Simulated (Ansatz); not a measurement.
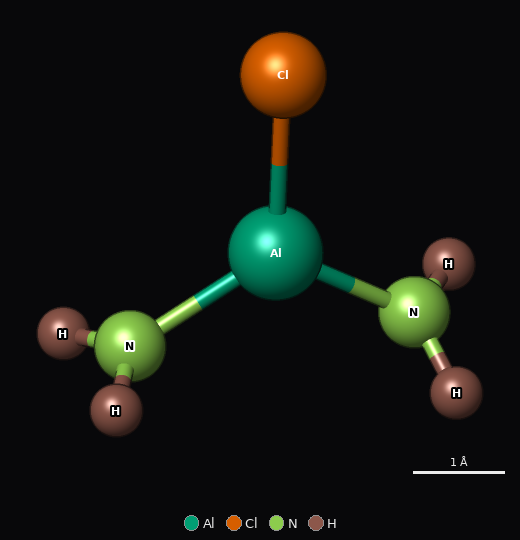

Figure 1. The input geometry (ball-and-stick view, seen at a tilt). Sticks mark near contacts. Bond lengths as drawn: Al–Cl 2.23 Å, Al–N 1.92 Å and H–N 1.06 Å.

AlN2H4Cl: geometry relaxation

AlN2H4Cl, computed with RKS PBE0-D4/6-31G (Ansatz 0.2.0).

It belongs to a series of runs on one base structure; here: start relaxed.

### What the program printed
```
The last accepted step is kept in [file] (removed where the run ends without a failure and the disk answers)
Engine: ansatz 0.2.0, x86_64-unknown-linux-gnu
Functional definition: PBE0
  parameter a = 0.25
  parameter kappa = 0.804
  parameter beta = 0.06672455060314922
  exchange = (1 - a)*pbe_x(kappa = kappa, mu = beta*pi^2/3) + a*exact_x
  correlation = pbe_c(beta = beta)
711 factors; integrals over basis functions are off by at most 1.7e-4 eV
mean field evaluation 1: about -22143.4754 eV, gradient 7.1e1 eV
mean field evaluation 2: about -22113.3726 eV, gradient 1.2e2 eV
mean field evaluation 4: about -22153.8834 eV, gradient 8.5e0 eV
mean field evaluation 8: about -22154.0635 eV, gradient 9.6e-2 eV
mean field -22154.06353028 eV, -814.1468181743 hartree, gradient 4.5e-5 eV, S^2 0.000000; 0 other end points of the search recorded, 0 dependent functions left out
the calculation of the forces begins
reference -22154.06356427 eV, -814.1468194234 hartree; 24, 24 occupied and 28, 28 virtual orbitals, 711 factors
relax step   1: F+E_penalty+E_count = -22154.18420165 eV  Δ(F+E_penalty+E_count) = +0.000e0 eV  max|allowed force component| = 2.188e0 eV/Å  Δτ_max = 0.0000 Å  (23 SCF iters, accepted)
these checks for a lower state are left out or cut short: starts, cluster_reference, orbital_swaps, neighbouring_geometries, increment
711 factors; integrals over basis functions are off by at most 1.7e-4 eV
mean field evaluation 16: about -22154.7102 eV, gradient 2.9e-1 eV
mean field -22154.70430487 eV, -814.1703662059 hartree, gradient 2.0e-5 eV, S^2 0.000000; 0 other end points of the search recorded, 0 dependent functions left out
[... from here on the field's lines of each further geometry are left out, up to the last ...]
relax step   2: F+E_penalty+E_count = -22154.82898892 eV  Δ(F+E_penalty+E_count) = -6.448e-1 eV  max|allowed force component| = 1.115e0 eV/Å  Δτ_max = 0.1989 Å  (25 SCF iters, accepted)
relax step   3: F+E_penalty+E_count = -22155.06245694 eV  Δ(F+E_penalty+E_count) = -2.335e-1 eV  max|allowed force component| = 8.247e-1 eV/Å  Δτ_max = 0.1946 Å  (27 SCF iters, accepted)
relax step   4: F+E_penalty+E_count = -22155.16511589 eV  Δ(F+E_penalty+E_count) = -1.027e-1 eV  max|allowed force component| = 9.458e-1 eV/Å  Δτ_max = 0.1963 Å  (25 SCF iters, accepted)
relax step   5: F+E_penalty+E_count = -22155.24382714 eV  Δ(F+E_penalty+E_count) = -7.871e-2 eV  max|allowed force component| = 4.062e-1 eV/Å  Δτ_max = 0.2000 Å  (25 SCF iters, accepted)
relax step   6: F+E_penalty+E_count = -22155.31573752 eV  Δ(F+E_penalty+E_count) = -7.191e-2 eV  max|allowed force component| = 3.495e-1 eV/Å  Δτ_max = 0.2000 Å  (26 SCF iters, accepted)
relax step   7: F+E_penalty+E_count = -22155.36896710 eV  Δ(F+E_penalty+E_count) = -5.323e-2 eV  max|allowed force component| = 2.409e-1 eV/Å  Δτ_max = 0.2000 Å  (26 SCF iters, accepted)
relax step   8: F+E_penalty+E_count = -22155.39683501 eV  Δ(F+E_penalty+E_count) = -2.787e-2 eV  max|allowed force component| = 2.683e-1 eV/Å  Δτ_max = 0.2000 Å  (26 SCF iters, accepted)
relax step   9: F+E_penalty+E_count = -22155.42058219 eV  Δ(F+E_penalty+E_count) = -2.375e-2 eV  max|allowed force component| = 1.530e-1 eV/Å  Δτ_max = 0.2000 Å  (26 SCF iters, accepted)
relax step  10: F+E_penalty+E_count = -22155.42829397 eV  Δ(F+E_penalty+E_count) = -7.712e-3 eV  max|allowed force component| = 5.495e-2 eV/Å  Δτ_max = 0.0822 Å  (22 SCF iters, accepted)
relax step  11: F+E_penalty+E_count = -22155.42892765 eV  Δ(F+E_penalty+E_count) = -6.337e-4 eV  max|allowed force component| = 9.596e-3 eV/Å  Δτ_max = 0.0312 Å  (23 SCF iters, accepted)
relax step  12: F+E_penalty+E_count = -22155.42891035 eV  Δ(F+E_penalty+E_count) = +1.730e-5 eV  max|allowed force component| = 7.253e-2 eV/Å  Δτ_max = 0.0254 Å  (23 SCF iters, rejected (line search))
relax step  13: F+E_penalty+E_count = -22155.42902487 eV  Δ(F+E_penalty+E_count) = -9.723e-5 eV  max|allowed force component| = 2.692e-2 eV/Å  Δτ_max = 0.0123 Å  (23 SCF iters, accepted)
the calculation of the forces begins
reference -22155.30032282 eV, -814.1922694617 hartree; 24, 24 occupied and 28, 28 virtual orbitals, 711 factors
relax step  14: F+E_penalty+E_count = -22155.42906821 eV  Δ(F+E_penalty+E_count) = -4.334e-5 eV  max|allowed force component| = 1.545e-2 eV/Å  Δτ_max = 0.0082 Å  (21 SCF iters, accepted)
```

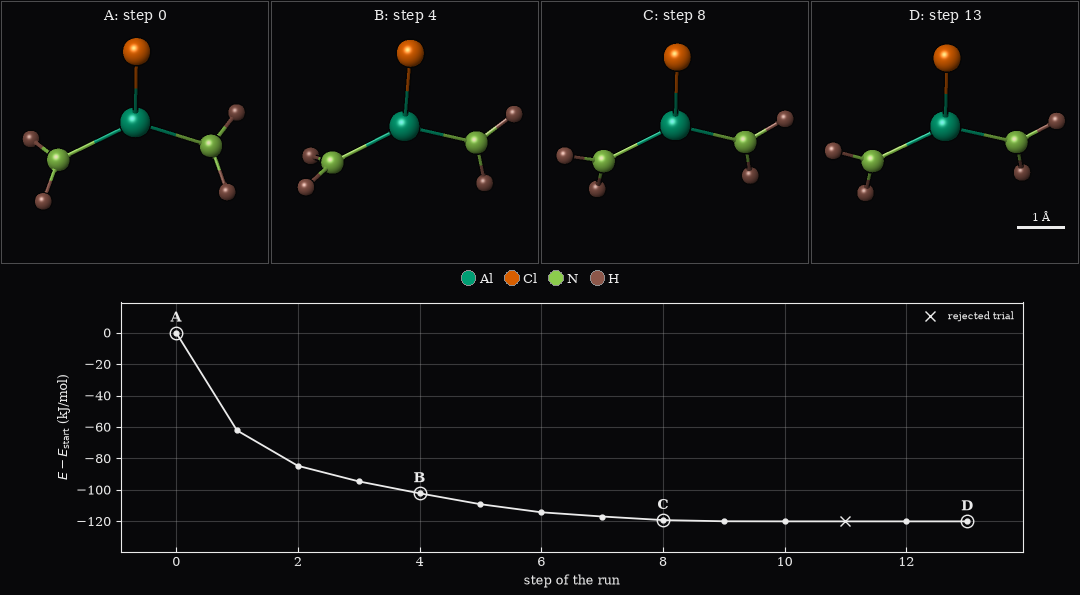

Figure 2. Frames of the relaxation (ball-and-stick view, seen at a tilt) above the curves, on which the letters mark them (the first geometry is step 0 here and step 1 in the log).

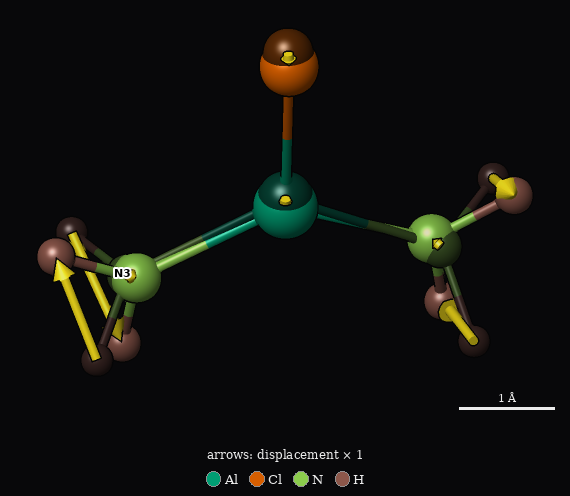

Figure 3. Start (faint) and end (solid) with the displacements as yellow arrows, at true length (ball-and-stick view, seen at a tilt). The two geometries are laid on each other by the best rigid fit. The largest move after the best rigid fit is that of H4, 1.28 Å. Largest moves by element: H 1.28 Å, Cl 0.16 Å, N 0.13 Å, Al 0.12 Å. Distances before and after: Al1–N3 1.920 → 1.778 Å, N3–H4 1.060 → 1.009 Å, Al1–Cl2 2.230 → 2.190 Å. Among the angles that change: H4–N3–H5 120.0° → 112.0°, N3–Al1–N6 120.0° → 125.8°, Al1–N3–H4 120.0° → 124.9°. After 13 geometry steps the energy has fallen by 120.1 kJ/mol. Largest force component: 2.2 eV/Å at the start, 0.015 eV/Å at the end. The line search rejected the trial step at point 11 (counted from 0) and went back. (Atoms are counted from 1 in the order of the input.)

```
711 factors; integrals over basis functions are off by at most 1.6e-4 eV
mean field -22155.30029313 eV, -814.1922683707 hartree, gradient 1.3e-5 eV, S^2 0.000000; 1 other end points of the search recorded, 0 dependent functions left out
the calculation of the forces begins
reference -22155.30032282 eV, -814.1922694617 hartree; 24, 24 occupied and 28, 28 virtual orbitals, 711 factors
Total energy: -22155.42909790 eV, -814.1970018586 hartree
Atom 0 at    -0.002168     0.023845    -0.116525 Å, force    -0.004707     0.001096    -0.000950 eV/Å
Atom 1 at    -0.012875     0.139160     2.070565 Å, force     0.000080    -0.000248     0.001968 eV/Å
Atom 2 at     1.580044     0.100406    -0.923538 Å, force     0.015453    -0.000635     0.001490 eV/Å
Atom 3 at     1.721952     0.053727    -1.921329 Å, force    -0.002708     0.000903    -0.000430 eV/Å
Atom 4 at     2.450606     0.195694    -0.421800 Å, force    -0.005696    -0.000355    -0.002558 eV/Å
Atom 5 at    -1.576774    -0.137101    -0.926451 Å, force    -0.006369    -0.000995     0.002192 eV/Å
Atom 6 at    -2.452079    -0.180249    -0.425927 Å, force     0.002495     0.000703    -0.001753 eV/Å
Atom 7 at    -1.708707    -0.195482    -1.924996 Å, force     0.001451    -0.000469     0.000041 eV/Å
Dipole moment:     0.004184    -0.043086    -0.808033 e Å
```

### Trajectory as extended XYZ (Å, eV, eV/Å), 13 of the 14 frames kept, from step=1 to step=14
```
8
Properties=species:S:1:pos:R:3:forces:R:3 step=1 energy=-22154.18420
Al    0.0000    0.0000    0.0000   -0.0106   0.0108  -2.1877
Cl    0.0000    0.0000    2.2300   -0.0423  -0.0783  -0.4507
N     1.6627    0.0000   -0.9600   -0.7361   0.1616   0.5869
H     2.1293   -0.9179   -1.2118   -0.5910   2.1251   0.2817
H     2.1141    0.9179   -1.2382   -0.4388  -2.1420   0.3917
N    -1.6627    0.0000   -0.9600    0.7653  -0.1088   0.7294
H    -2.3316   -0.8164   -0.8614    0.8887   1.9933  -0.3800
H    -1.9118    0.8164   -1.5886    0.1647  -1.9617   1.0287
8
Properties=species:S:1:pos:R:3:forces:R:3 step=2 energy=-22154.82899
Al    0.0026   -0.0092   -0.0848   -0.0475   0.0034  -1.0072
Cl   -0.0142   -0.0508    2.1242   -0.0465  -0.0892  -0.1405
N     1.6349    0.0252   -0.9474   -0.7513   0.2708   0.3916
H     2.1072   -0.8355   -1.2250   -0.1062   0.5929   0.0113
H     2.1416    0.8899   -1.1550   -0.1018  -0.7415   0.1318
N    -1.6383   -0.0096   -0.9265    0.4425  -0.1651   0.3487
H    -2.3864   -0.6944   -0.7142    0.6227   1.1146  -0.2663
H    -1.8474    0.6844   -1.6614   -0.0120  -0.9859   0.5305
8
Properties=species:S:1:pos:R:3:forces:R:3 step=3 energy=-22155.06246
Al    0.0066   -0.0054   -0.1226    0.0529  -0.0562   0.1368
Cl   -0.0413   -0.1067    2.0771   -0.0475  -0.0713  -0.0108
N     1.5850    0.0537   -0.9539   -0.0687   0.3670   0.0654
H     2.0531   -0.7769   -1.2669    0.1406  -0.2049  -0.2151
H     2.1499    0.8792   -1.0813    0.0844  -0.0266   0.0679
N    -1.5810   -0.0282   -0.9189   -0.8247  -0.2035   0.0190
H    -2.4002   -0.5559   -0.5782    0.6835   0.7696  -0.3148
H    -1.7722    0.5403   -1.7452   -0.0203  -0.5741   0.2516
8
Properties=species:S:1:pos:R:3:forces:R:3 step=4 energy=-22155.16512
Al    0.0110   -0.0122   -0.1176   -0.0146   0.0226   0.0834
Cl   -0.0605   -0.1499    2.0792   -0.0397  -0.0384  -0.0246
N     1.5896    0.0771   -0.9551    0.0805   0.0280  -0.0971
H     2.0313   -0.7412   -1.3565   -0.0590   0.1574  -0.0480
H     2.1871    0.8915   -1.0084   -0.0343  -0.1256   0.0924
N    -1.5893   -0.0186   -0.8978   -0.4206   0.0820  -0.6833
H    -2.4370   -0.4221   -0.4898    0.4576   0.4664  -0.2685
H    -1.7322    0.3755   -1.8440    0.0301  -0.5925   0.9458
8
Properties=species:S:1:pos:R:3:forces:R:3 step=5 energy=-22155.24383
Al    0.0176    0.0091   -0.1035    0.0021  -0.0802  -0.3401
Cl   -0.0987   -0.1062    2.0660    0.0079   0.0111   0.3099
N     1.5858    0.0907   -0.9636    0.2239   0.0287  -0.0358
H     1.9450   -0.6776   -1.5253   -0.1380   0.3516   0.0761
H     2.2656    0.8376   -0.8553   -0.1336  -0.3034   0.0111
N    -1.5708   -0.0558   -0.9016   -0.2606   0.0638  -0.2198
H    -2.4278   -0.3693   -0.4501    0.3025   0.2244  -0.2075
H    -1.7167    0.2715   -1.8565   -0.0042  -0.2960   0.4062
8
Properties=species:S:1:pos:R:3:forces:R:3 step=6 energy=-22155.31574
Al    0.0100    0.0035   -0.1058    0.0341  -0.0123  -0.1496
Cl   -0.0647   -0.0600    2.0817   -0.0152   0.0497   0.0789
N     1.5827    0.1024   -0.9515    0.2409  -0.0404  -0.0727
H     1.8681   -0.5608   -1.6682   -0.0992   0.3495   0.1526
H     2.3306    0.7445   -0.7020   -0.2162  -0.3102  -0.0478
N    -1.5729   -0.0753   -0.9142   -0.1383  -0.0159   0.0214
H    -2.4398   -0.2983   -0.4373    0.1828   0.0619  -0.1229
H    -1.7139    0.1440   -1.8927    0.0112  -0.0824   0.1401
8
Properties=species:S:1:pos:R:3:forces:R:3 step=7 energy=-22155.36897
Al    0.0071    0.0038   -0.1088    0.0178   0.0121   0.0012
Cl   -0.0486    0.0052    2.0846   -0.0003   0.0510  -0.0083
N     1.5825    0.1014   -0.9392    0.1703  -0.0557  -0.0825
H     1.8019   -0.4133   -1.7859   -0.0465   0.2409   0.1516
H     2.3831    0.6113   -0.5816   -0.1645  -0.2062  -0.0602
N    -1.5726   -0.0944   -0.9180   -0.0395  -0.0225   0.0019
H    -2.4417   -0.2742   -0.4351    0.0561  -0.0050  -0.0171
H    -1.7116    0.0601   -1.9060    0.0066  -0.0146   0.0134
8
Properties=species:S:1:pos:R:3:forces:R:3 step=9 energy=-22155.42058
Al   -0.0017    0.0274   -0.0806    0.0098  -0.0118   0.0440
Cl   -0.0174    0.1336    2.1120    0.0022   0.0023  -0.1012
N     1.5564    0.0911   -0.9254    0.1382   0.0133  -0.0846
H     1.6725   -0.0638   -1.9188    0.0044   0.0392   0.1530
H     2.4315    0.2819   -0.4614    0.0421  -0.0240  -0.0399
N    -1.5506   -0.1282   -0.9296   -0.1360  -0.0061  -0.0402
H    -2.4303   -0.2513   -0.4524   -0.0610   0.0020  -0.0321
H    -1.6604   -0.0907   -1.9338    0.0002  -0.0150   0.1009
8
Properties=species:S:1:pos:R:3:forces:R:3 step=10 energy=-22155.42829
Al   -0.0020    0.0243   -0.1103   -0.0065  -0.0015  -0.0409
Cl   -0.0140    0.1401    2.0759    0.0020  -0.0001   0.0068
N     1.5775    0.0974   -0.9240    0.0550   0.0036   0.0226
H     1.7201    0.0032   -1.9185   -0.0177   0.0073   0.0053
H     2.4482    0.2315   -0.4301   -0.0335  -0.0080  -0.0095
N    -1.5741   -0.1345   -0.9263   -0.0386  -0.0014   0.0133
H    -2.4494   -0.2176   -0.4298    0.0259   0.0074  -0.0059
H    -1.7063   -0.1444   -1.9268    0.0134  -0.0074   0.0082
8
Properties=species:S:1:pos:R:3:forces:R:3 step=11 energy=-22155.42893
Al   -0.0022    0.0242   -0.1137    0.0009   0.0001   0.0001
Cl   -0.0132    0.1393    2.0741    0.0001  -0.0005  -0.0096
N     1.5793    0.0991   -0.9232    0.0016  -0.0006  -0.0014
H     1.7192    0.0336   -1.9203   -0.0034   0.0033   0.0000
H     2.4505    0.2102   -0.4262   -0.0025  -0.0019   0.0061
N    -1.5758   -0.1360   -0.9263   -0.0033   0.0005  -0.0001
H    -2.4517   -0.1947   -0.4285    0.0029   0.0025   0.0047
H    -1.7062   -0.1756   -1.9260    0.0036  -0.0033   0.0002
8
Properties=species:S:1:pos:R:3:forces:R:3 step=12 energy=-22155.42891 accepted=F
Al   -0.0024    0.0243   -0.1162    0.0017   0.0014   0.0123
Cl   -0.0127    0.1393    2.0715   -0.0008  -0.0004  -0.0057
N     1.5803    0.1007   -0.9230    0.0677   0.0029  -0.0162
H     1.7195    0.0589   -1.9226    0.0019   0.0034   0.0558
H     2.4533    0.1917   -0.4214   -0.0725  -0.0069  -0.0446
N    -1.5770   -0.1371   -0.9263   -0.0397  -0.0064  -0.0189
H    -2.4539   -0.1771   -0.4264    0.0413   0.0028  -0.0257
H    -1.7071   -0.2008   -1.9257    0.0004   0.0032   0.0428
8
Properties=species:S:1:pos:R:3:forces:R:3 step=13 energy=-22155.42903
Al   -0.0021    0.0240   -0.1156    0.0010  -0.0012   0.0033
Cl   -0.0133    0.1390    2.0718    0.0003   0.0002  -0.0016
N     1.5803    0.0992   -0.9232   -0.0269   0.0017   0.0024
H     1.7203    0.0458   -1.9206    0.0032  -0.0004  -0.0186
H     2.4506    0.2020   -0.4240    0.0202  -0.0001   0.0156
N    -1.5766   -0.1367   -0.9262    0.0121   0.0019   0.0022
H    -2.4520   -0.1855   -0.4271   -0.0079   0.0005   0.0075
H    -1.7072   -0.1878   -1.9251   -0.0021  -0.0025  -0.0109
8
Properties=species:S:1:pos:R:3:forces:R:3 step=14 energy=-22155.42907
Al   -0.0022    0.0238   -0.1165   -0.0047   0.0011  -0.0009
Cl   -0.0129    0.1392    2.0706    0.0001  -0.0002   0.0020
N     1.5800    0.1004   -0.9235    0.0155  -0.0006   0.0015
H     1.7220    0.0537   -1.9213   -0.0027   0.0009  -0.0004
H     2.4506    0.1957   -0.4218   -0.0057  -0.0004  -0.0026
N    -1.5768   -0.1371   -0.9265   -0.0064  -0.0010   0.0022
H    -2.4521   -0.1802   -0.4259    0.0025   0.0007  -0.0018
H    -1.7087   -0.1955   -1.9250    0.0015  -0.0005   0.0000
```

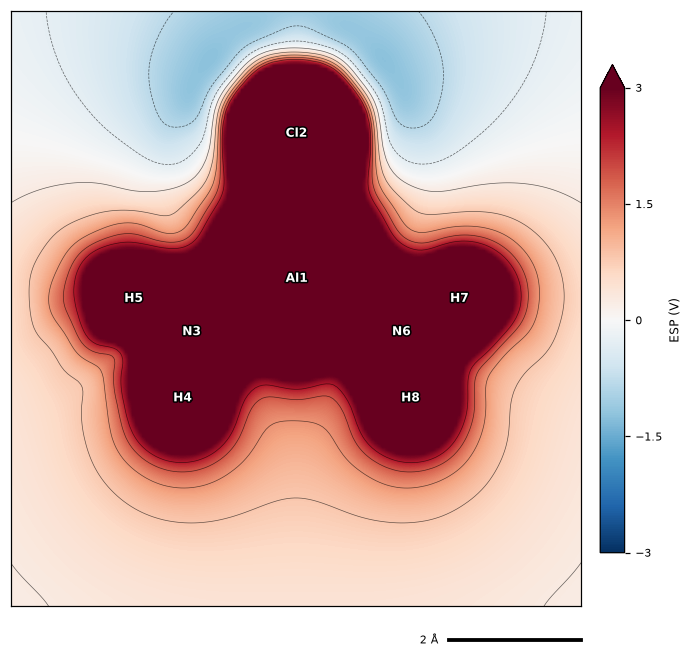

Figure 4. Molecular electrostatic potential on the molecular plane. The section cuts through Al, Cl, N and H sites.

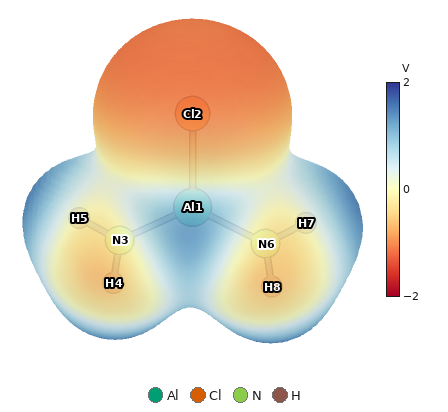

Figure 5. The molecular electrostatic potential painted on the density surface at 0.001 e/bohr³, seen at a tilt; the colour scale runs from red (negative) to blue (positive).

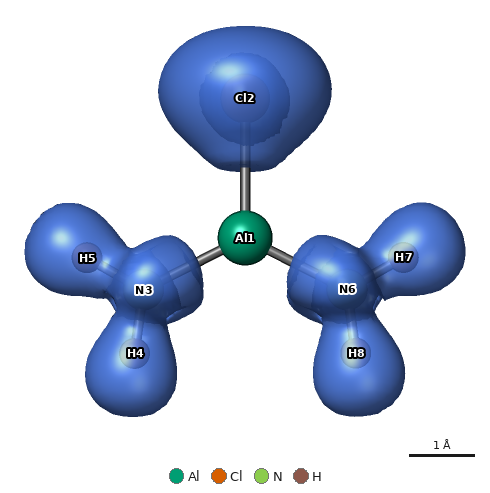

Figure 6. Isosurface of the electron localisation function at 0.75 (blue), seen face on. Core shells and regions of very low density are left out. Values along the shortest contacts: Al–N (1.78 Å): the ELF peaks at about 0.90 in the valence shell of N, 0.6 Å from its nucleus, and is about 0.45 at the midpoint. Al–Cl (2.19 Å): the ELF peaks at about 0.85 in the valence shell of Cl, 1.0 Å from its nucleus, and is about 0.80 at the midpoint.

The run was set up as follows.

### The input
```yaml
crystal:
  periodic: [false, false, false]
  atoms:
    - { symbol: Al, position_ang: [0.0, 0.0, 0.0] }
    - { symbol: Cl, position_ang: [0.0, 0.0, 2.23] }
    - { symbol: "N", position_ang: [1.6627, 0.0, -0.96] }
    - { symbol: H, position_ang: [2.1293, -0.9179, -1.2118] }
    - { symbol: H, position_ang: [2.1141, 0.9179, -1.2382] }
    - { symbol: "N", position_ang: [-1.6627, 0.0, -0.96] }
    - { symbol: H, position_ang: [-2.3316, -0.8164, -0.8614] }
    - { symbol: H, position_ang: [-1.9118, 0.8164, -1.5886] }
basis:
  gaussian: { orbitals: "6-31G" }
hamiltonian:
  xc: pbe0
  dispersion: d4
relax:
  f_tol: 0.02
  max_steps: 40
output:
  orbitals: {}
```

Command:
```bash
ansatz run input.yaml --threads 1 --pin off --max-ram 2048MiB --backend cpu --events-out ev --progress --plain --runs-dir out
```

### Results in brief

| quantity | value |
| --- | --- |
| outcome | converged |
| total energy | −22155.4291 eV |
| mean-field energy | −22155.3003 eV |
| largest force (length of the vector) at the end | 0.016 eV/Å |
| hardware | 1 thread of AMD EPYC (Zen 3), 24 GiB of memory available, shared host |
| wall time | 38 s |
| peak memory | 0.15 GiB |
